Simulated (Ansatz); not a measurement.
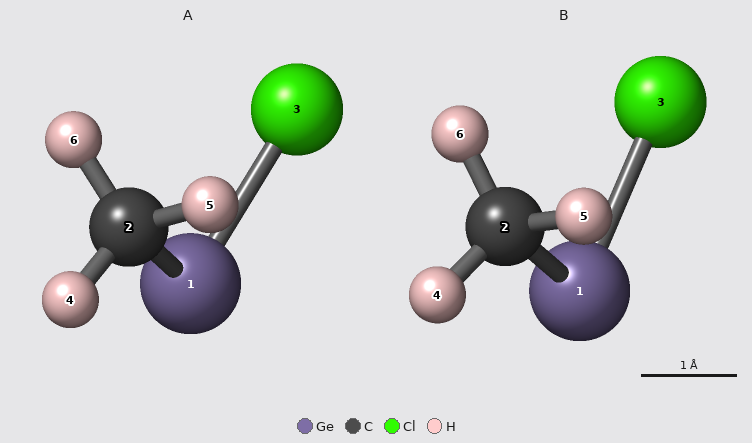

Two geometries of CH₃ClGe, drawn at one scale. One is the start of a relaxation, the other its converged end. The picture is a ball-and-stick view, seen from a free direction.

All numbers below come from RKS PBE0-D4/def2-TZVP in Ansatz. Settings: force threshold 0.005 eV/Å; at most 200 steps.

Which one is relaxed?

Structure A is the relaxed one. It is one of the separated reactants of a reaction. The atom that moves furthest after the best rigid fit is Cl3 (0.18 Å). Largest moves by element: Cl 0.18 Å, Ge 0.18 Å, H 0.14 Å, C 0.01 Å. Among the contacts that change: Ge1–Cl3 2.258 → 2.199 Å. Bond angles that change, for instance: Ge1–C2–H6 112.8° → 109.5°, Ge1–C2–H5 106.8° → 109.5°. Over 10 accepted moves (12 points after the start) the energy falls by 2.50 kJ/mol. Largest force component: 0.48 eV/Å at the start, 0.00059 eV/Å at the end. The line search rejected the trial steps at points 6, 11 of the run. Cost: 35 s on 4 threads of Intel Xeon @ 2.50GHz, on a shared host.
